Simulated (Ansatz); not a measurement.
# LuZn (Pm-3m): from the cell to its phonons, part 2 of 3

Task: relax LuZn (Pm-3m), then find its harmonic phonons.

Ansatz 0.2.0; DFT PBEsol, scalar-relativistic, plane waves, PAW; PAW set soft_1.

So far: Starting point; Bringing the structure to rest. The relaxed cell has a = 3.431 Å (conventional setting).

### 3. Relaxing to small forces for the phonons

Phonons need a cell at rest on their own settings, so the relaxation is repeated with tight tolerances on forces and stress on the k mesh and occupations of the first response run.

input.yaml reads:

```yaml
crystal:
  lattice:
    - [3.4306178123, 0.0, 0.0]
    - [0.0, 3.4306178123, 0.0]
    - [0.0, 0.0, 3.4306178123]
  atoms:
    - { symbol: Lu, position: [0.0, 0.0, 0.0] }
    - { symbol: Zn, position: [0.5, 0.5, 0.5] }
kpoints:
  mp_grid: { grid: [12, 12, 12] }
hamiltonian:
  xc: pbesol
  pseudopotentials: { kind: paw, azcp: { folder: soft_1 }, xc_functional: pbe }
scf:
  occupations: { method: methfessel_paxton, width: 0.2 }
output:
  forces: true
  stress: true
  eigenvalues: true
  write_density: true
  write_potential: true
  elf: true
  volumetric_format: npy
relax:
  adjacent_minimum: "off"
  f_tol: 0.001
  max_steps: 60
  cell: { stress_tol: 0.01 }
```

Command:

```sh
$ ansatz run input.yaml --threads 4 --pin off --max-ram 10240MiB --backend cpu --events-out ev --progress --plain --runs-dir out
```

Numbers of over 12 decimals in the logs are rounded to 6 here.

Log:

```text
[...]
Crystal: 2 atoms, lattice volume = 40.375 Å³
Basis set: ecut = 420 eV, 751 PW (Γ), exchange–correlation on 48×48×48 points (8 copies of the dense FFT grid, shifted against one another)
Bands: 23, of which v1, the nominal top of the filled ones, is band 19 counted from 1 (18 counted from 0)
Symmetry: 48 space group operations
[...]
k-points: 84 of 1728
[...]
k-point 83: bands = [... 15 lower, 9.0077, 11.8884, 11.8884, 11.8884, 14.0417, 19.2718, 19.2718, 19.2718]
--- Relaxed structure (1 steps of the walk, 1 accepted, 1 SCFs on fresh bases) ---
[...]
cell:  # Å, volume = 40.3754 Å³
    - [3.4306178123, 0.0, 0.0]
    - [0.0, 3.4306178123, 0.0]
    - [0.0, 0.0, 3.4306178123]
  atoms:
    - { symbol: Lu, position: [0.0, 0.0, 0.0] }
    - { symbol: Zn, position: [0.5, 0.5, 0.5] }
[key lines of the parts left out:]
SCF converged after 9 iterations
Free energy (F): -17893.683853 eV
Fermi energy:    13.942714 eV
P = ⅓ Tr σ = -0.0053 GPa (-0.053 kbar)
```

It took 3.7 s on 4 threads of Arm Neoverse V2, shared host; peak memory 0.39 GiB; 13 s of CPU time.

Little changed from the start: no atom moved by 0.005 Å and no cell edge by 0.1 %.

Numbers from this step:

```
pressure : -0.005287 GPa
```

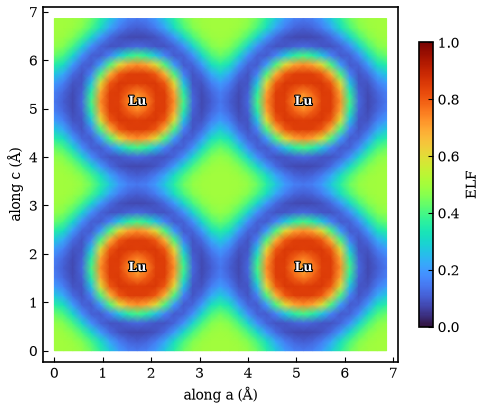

ELF in the ac plane at fractional y = 0.000, with atoms of Lu within 0.2 Å of it. It is the smooth field of the valence electrons, not physical close to the nuclei. The map starts off the cell's origin, so that atoms lie inside it.

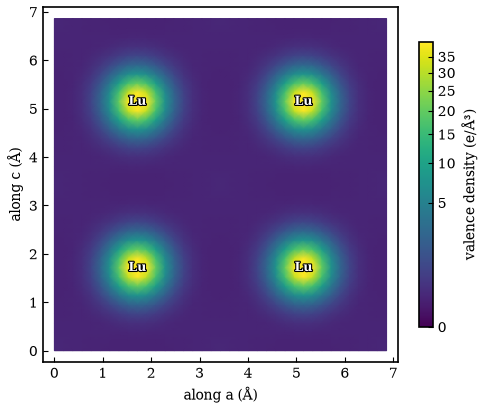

Valence density in the ac plane at fractional y = 0.000, with atoms of Lu within 0.2 Å of it. It is the smooth field of the valence electrons, not physical close to the nuclei. The map starts off the cell's origin, so that atoms lie inside it. The colour scale is stretched toward low values.

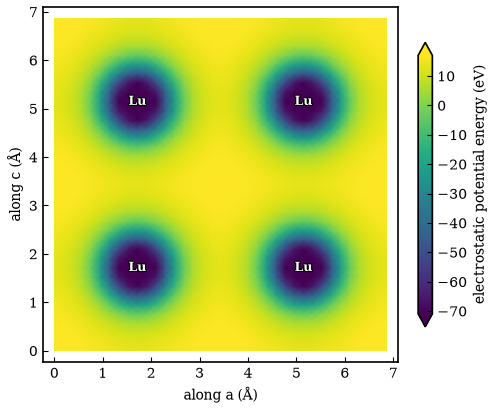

Electrostatic potential energy in the ac plane at fractional y = 0.000, with atoms of Lu within 0.2 Å of it. With pseudopotentials it is smooth inside the atoms' cores, unlike the true potential. The map starts off the cell's origin, so that atoms lie inside it.

The forces vanish by symmetry and the pressure is -0.005 GPa, within the tolerances set. The cell now holds 20.19 Å³/atom.

### 4. Zone-centre response

The zone centre comes first: it holds the modes that light can see, as far as symmetry allows. No field response is asked, since the mesh shows no gap.

input.yaml, the sections that differ from step 3:

```yaml
output:
  eigenvalues: true
phonons:
  method: dfpt
# crystal, kpoints, hamiltonian, scf: as in step 3
# relax: removed
```

Log:

```text
[...]
Crystal: 2 atoms, lattice volume = 40.375 Å³
Basis set: ecut = 420 eV, 751 PW (Γ), exchange–correlation on 48×48×48 points (8 copies of the dense FFT grid, shifted against one another)
Bands: 23, of which v1, the nominal top of the filled ones, is band 19 counted from 1 (18 counted from 0)
Symmetry: 48 space group operations
k-points: 196 of 1728 (irreducible under 8 space group operations, time reversal used)
[...]
SCF iter   1: F=—  HF=-17894.627016 eV  |F-HF|=—  |Δ(HF+E_count)|=         —  Δρ=1.19e-1  dr2=4.29e0  ethr=3.10e-3  ⟨swp⟩=6.5  Hψ=23202  notcnv=0
[...]
SCF iter  13: F=-17893.683853 eV  HF=-17893.683853 eV  |F-HF|=3.64e-12  |Δ(HF+E_count)|=  5.82e-11  S|Δr|=    0.00e0  Δρ=1.66e-7  dr2=7.64e-12  ethr=1.00e-12  ⟨swp⟩=8.1  Hψ=37144  notcnv=0
SCF 1 converged in 13 iterations: F = -17893.683853 eV  dr2 = 7.64e-12
[...]
DFPT response loops at Γ: preconditioner auto → Kerker (q_TF=auto, 2.689 Å⁻¹) (partly filled bands, converged f_vac=0.000); β = 1.00, the filter's whole step (`scf.mixing.beta` (0.50) is not read by the response loops under this deck's `scf.mixing.preconditioner`; to damp them name `kerker` or `kerker_dos`, under which they read `scf.mixing.beta`, and type it under 1.00, their step now; both keys bind the ground state too); Broyden in place of MSR1
SCF converged after 13 iterations
[...]
Free energy (F): -17893.683853 eV
[...]
Internal energy: -17893.680721 eV  (E = F + TS)
E sigma→0 (E₀):  -17893.683070 eV
Entropy (-TS):   -0.003133 eV (-1.566 meV/atom)
Fermi energy:    13.942714 eV
[...]
--- Band table (eV; the first three rows and the last of 196) ---
  k-point 0: bands = [... 15 lower, 8.9764, 9.0015, 14.0418, 14.0418, 19.0556, 19.0556, 19.0556, 19.1396]
  k-point 1: bands = [... 15 lower, 8.9789, 9.0024, 13.9958, 14.0686, 18.1563, 18.1563, 18.6568, 19.1483]
  k-point 2: bands = [... 15 lower, 8.9863, 9.0048, 13.7160, 14.1449, 17.3184, 17.3184, 18.1376, 19.1724]
  k-point 195: bands = [... 15 lower, 9.0077, 11.8884, 11.8884, 11.8884, 14.0417, 19.2718, 19.2718, 19.2718]
--- Phonons (Γ-DFPT): 2 representative perturbations + reference, on 196 of 1728 k-points (Σ response iterations 8) ---
  k mesh reduced under 8 symmetry operations, with k and −k counted as one. Each operation leaves every solved perturbation unchanged. A smaller set is not used because it would not reduce the number of displacements times k-points to solve
  ASR residual: 1.669e-4 → 0.000e0 eV/Å²; symmetrization residual: 1.305e-5 eV/Å²
  ASR residual per site (eV/Å²): 1.67e-4 9.36e-5
  Γ frequencies (cm⁻¹): 0.00 0.00 0.00 144.00 144.00 144.00
  non-analytic LO–TO correction: not included (Born effective charges unavailable; polar crystals: no LO–TO splitting at Γ)
```

Elapsed: 15 s, on 4 threads; peak memory 0.82 GiB; 52 s of CPU time.

This step gave:

```yaml
sum_rule_residual_before_enforcement: 1.67e-4 eV/Å²
point_group: m-3m
highest_optical_mode_at_the_zone_centre_no_lo_to_term: 144 cm⁻¹
lowest_optical_zone_centre_mode: 144 cm⁻¹
```

Patterns of degenerate modes are one choice out of their space. The modes at Γ (shares of kinetic energy by element, %):

| mode | frequency (cm⁻¹) | symmetry | Lu % | Zn % |
| --- | --- | --- | --- | --- |
| 1 | 0.0 | acoustic | 73 | 27 |
| 2 | 0.0 | acoustic | 73 | 27 |
| 3 | 0.0 | acoustic | 73 | 27 |
| 4 | 144.0 | T1u | 27 | 73 |
| 5 | 144.0 | T1u | 27 | 73 |
| 6 | 144.0 | T1u | 27 | 73 |

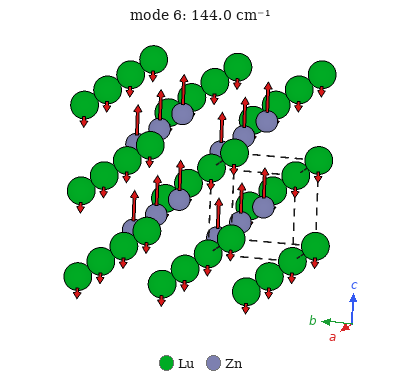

Displacement patterns of mode 6 at Γ; arrows are exaggerated. 3×2×2 cells are drawn. Some periodic images of atoms are drawn too.

Before it was imposed, the acoustic sum rule was missed by 1.7e-4 eV/Å². Small misses are needed for a sound result but don't prove that mesh and cutoff are converged. The lowest optical mode is real, 144 cm⁻¹.

### 5. Phonons on a q mesh

Stability and thermal properties need the whole zone. Linear response on a 4×4×4 q mesh gives force constants as far as a supercell of that size would.

Edit input.yaml of step 4 so:

```diff
@@ -19 +19,8 @@
   method: dfpt
+  qmesh: [4, 4, 4]
+  temperatures: { t_max: 1000, t_step: 50 }
+  qpath:
+    path:
+      - [[0.0, 0.0, 0.0], [0.0, 0.5, 0.0], [0.5, 0.5, 0.0], [0.0, 0.0, 0.0], [0.5, 0.5, 0.5], [0.0, 0.5, 0.0]]
+      - [[0.5, 0.5, 0.5], [0.5, 0.5, 0.0]]
+    npoints: 10
```

Log:

```text
[...]
Crystal: 2 atoms, lattice volume = 40.375 Å³
Basis set: ecut = 420 eV, 751 PW (Γ), exchange–correlation on 48×48×48 points (8 copies of the dense FFT grid, shifted against one another)
Bands: 23, of which v1, the nominal top of the filled ones, is band 19 counted from 1 (18 counted from 0)
Symmetry: 48 space group operations
k-points: 84 of 1728
[...]
SCF iter   1: F=—  HF=-17894.627140 eV  |F-HF|=—  |Δ(HF+E_count)|=         —  Δρ=1.19e-1  dr2=4.29e0  ethr=3.10e-3  ⟨swp⟩=6.5  Hψ=9938  notcnv=0
[...]
SCF iter  13: F=-17893.683853 eV  HF=-17893.683853 eV  |F-HF|=7.28e-12  |Δ(HF+E_count)|=  8.00e-11  S|Δr|=    0.00e0  Δρ=1.73e-7  dr2=8.34e-12  ethr=1.00e-12  ⟨swp⟩=7.9  Hψ=15981  notcnv=0
SCF 1 converged in 13 iterations: F = -17893.683853 eV  dr2 = 8.34e-12
[...]
phonons: the bands overlap, so this run is a metal and interpolates without the dipole-dipole term. If the crystal is really an insulator or semiconductor, its LO-TO splitting is missing
NSCF: frozen V_eff on 84 k-points
[...]
DFPT response loops at q = (0, 0, 0) (fractional): preconditioner auto → Kerker (q_TF=auto, 2.689 Å⁻¹) (partly filled bands, converged f_vac=0.000); β = 1.00, the filter's whole step (`scf.mixing.beta` (0.50) is not read by the response loops under this deck's `scf.mixing.preconditioner`; to damp them name `kerker` or `kerker_dos`, under which they read `scf.mixing.beta`, and type it under 1.00, their step now; both keys bind the ground state too); Broyden in place of MSR1
[...]
SCF converged after 13 iterations
[...]
Free energy (F): -17893.683853 eV
[...]
Internal energy: -17893.680721 eV  (E = F + TS)
E sigma→0 (E₀):  -17893.683070 eV
Entropy (-TS):   -0.003133 eV (-1.566 meV/atom)
Fermi energy:    13.942714 eV
[...]
--- Band table (eV; the first three rows and the last of 84) ---
  k-point 0: bands = [... 15 lower, 8.9764, 9.0015, 14.0418, 14.0418, 19.0556, 19.0556, 19.0556, 19.1396]
  k-point 1: bands = [... 15 lower, 8.9789, 9.0024, 13.9958, 14.0686, 18.1563, 18.1563, 18.6568, 19.1483]
  k-point 2: bands = [... 15 lower, 8.9863, 9.0048, 13.7160, 14.1449, 17.3184, 17.3184, 18.1376, 19.1724]
  k-point 83: bands = [... 15 lower, 9.0077, 11.8884, 11.8884, 11.8884, 14.0417, 19.2718, 19.2718, 19.2718]
--- Phonons (Γ-DFPT): 2 representative perturbations + reference (Σ response iterations 7) ---
  ASR residual: 1.463e-4 → 0.000e0 eV/Å²; symmetrization residual: 1.220e-5 eV/Å²
  ASR residual per site (eV/Å²): 1.46e-4 1.01e-4
  Γ frequencies (cm⁻¹): 0.00 0.00 0.00 144.00 144.00 144.00
--- Phonons (arbitrary-q DFPT): 10 irreducible q on the 4×4×4 mesh ---
  q = [0.0000, 0.0000, 0.0000] (star 1, of the zone-centre solve; hermiticity 6.72e-6, symmetrization 9.89e-12): -0.00 0.00 0.00 144.00 144.00 144.00
  q = [0.0000, 0.0000, 0.2500] (star 6, 4 solved perturbations in 1848 linear systems a pass and spin channel, the states on 588 of 1728 k-point pairs; hermiticity 3.58e-6, symmetrization 6.15e-12): 52.76 52.76 71.88 138.28 138.45 138.45
[...]
q = [0.0000, 0.2500, -0.5000] (star 12, 6 solved perturbations on 588 of 1728 k-point pairs; hermiticity 4.19e-6, symmetrization 1.35e-8): 63.84 69.50 81.41 128.63 132.13 141.38
[...]
sum rule: each row above includes the acoustic sum rule's correction from the zone centre's row sums; it moved no ω² by more than (0.65 cm⁻¹)²
  mesh force constants: q→R imaginary residual 2.73e-18; ASR residual 1.463e-4 → 0.000e0 eV/Å²; symmetrization residual 2.665e-15 eV/Å²
  interpolated dispersion: 62 rows × 6 modes
  density of states and harmonic sums: on the 20×20×20 q-mesh, interpolated from the force constants of a 4×4×4 supercell (no non-analytic term)
  largest difference from the sums on the solved wave vectors: F 1.40e-2 eV, S 1.81e-5 and C_V 4.01e-6 eV/K
  zero-point energy: 0.038370 eV/cell   skipped modes (ω ≤ 0): 3   left out of the sums: 6.25e-5 of the cell's modes: C_V's classical limit lies that fraction below 3 k_B per atom; for a crystal, a wire or a layer, F and S can be off by more, and a phonons.interpolated_qmesh denser along its periods is the remedy for the sampling
```

Wall time 6.5 min (4 threads); peak memory 2.5 GiB.

Numbers from this step:

```yaml
sum_rule_residual_before_enforcement: 1.46e-4 eV/Å²
lowest_frequency_on_the_path: 0 cm⁻¹
highest_frequency_on_the_path_or_at_a_solved_wavevector: 150.6 cm⁻¹
mean_frequency: 103.2 cm⁻¹
debye_temperature_second_moment: 202 K
logarithmic_mean_frequency: 96.4 cm⁻¹
lowest_mode_on_the_q_mesh_acoustic_modes_at_gamma_apart: 45.48 cm⁻¹
zero_point_energy_per_atom: 19.18 meV
heat_capacity_at_300_k: 24.39 J/(mol atoms K)
vibrational_entropy_at_300_k: 44.46 J/(mol atoms K)
```

Frequencies (cm⁻¹) solved at each irreducible wavevector; negative means imaginary. Frequencies by wavevector, by row:

| q in reciprocal lattice units | star | mode 1 | mode 2 | mode 3 | mode 4 | mode 5 | mode 6 |
| --- | --- | --- | --- | --- | --- | --- | --- |
| 0 0 0 | 1 | 0 | 0 | 0 | 144 | 144 | 144 |
| 0 0 0.25 | 6 | 52.8 | 52.8 | 71.9 | 138.3 | 138.4 | 138.4 |
| 0 0 -0.5 | 3 | 81.6 | 81.6 | 113.9 | 114.3 | 131.2 | 131.2 |
| 0 0.25 0.25 | 12 | 45.5 | 62 | 96.6 | 124 | 134.8 | 144.9 |
| 0 0.25 -0.5 | 12 | 63.8 | 69.5 | 81.4 | 128.6 | 132.1 | 141.4 |
| 0 -0.5 -0.5 | 3 | 46.9 | 46.9 | 53 | 132.5 | 150.6 | 150.6 |
| 0.25 0.25 0.25 | 8 | 73.5 | 73.5 | 79.8 | 129.5 | 139.2 | 139.2 |
| 0.25 0.25 -0.5 | 12 | 50 | 84.5 | 99.3 | 126.8 | 128.1 | 142 |
| 0.25 -0.5 -0.5 | 6 | 73.9 | 73.9 | 94.2 | 130.7 | 135.1 | 135.1 |
| -0.5 -0.5 -0.5 | 1 | 108.4 | 108.4 | 108.4 | 111.3 | 111.3 | 111.3 |

Interpolated from a 4×4×4 q mesh. Phonon branches along the path, in cm⁻¹:

| point | branch 1 | branch 2 | branch 3 | branch 4 | branch 5 | branch 6 |
| --- | --- | --- | --- | --- | --- | --- |
| Γ | 0 | 0 | 0 | 144 | 144 | 144 |
| X | 82 | 82 | 114 | 114 | 131 | 131 |
| M | 47 | 47 | 53 | 132 | 150 | 150 |
| Γ | 0 | 0 | 0 | 144 | 144 | 144 |
| R | 108 | 108 | 108 | 111 | 111 | 111 |
| X | 82 | 82 | 114 | 114 | 131 | 131 |
| jump to R | 108 | 108 | 108 | 111 | 111 | 111 |
| M | 47 | 47 | 53 | 132 | 150 | 150 |

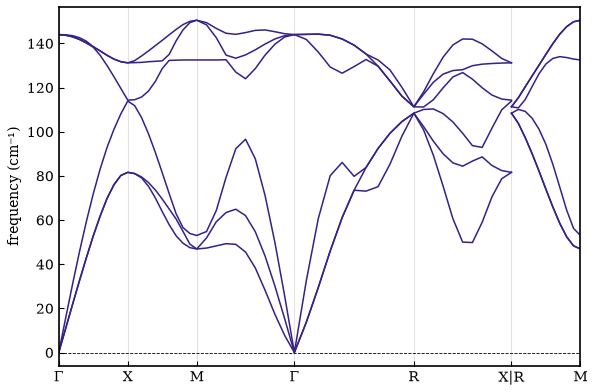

Phonon branches along the path.

(Part 2 of 3 ends here.)

[Logs are printed without paths, hosts, clocks, repeated set-up lines and the standing remarks that a program may print on its own settings, such as how far it seeks lower states.]

[Hosts, paths, dates, database ids (printed as entryN), source tags and the programs' standing remarks are cut or masked in the printed files.]
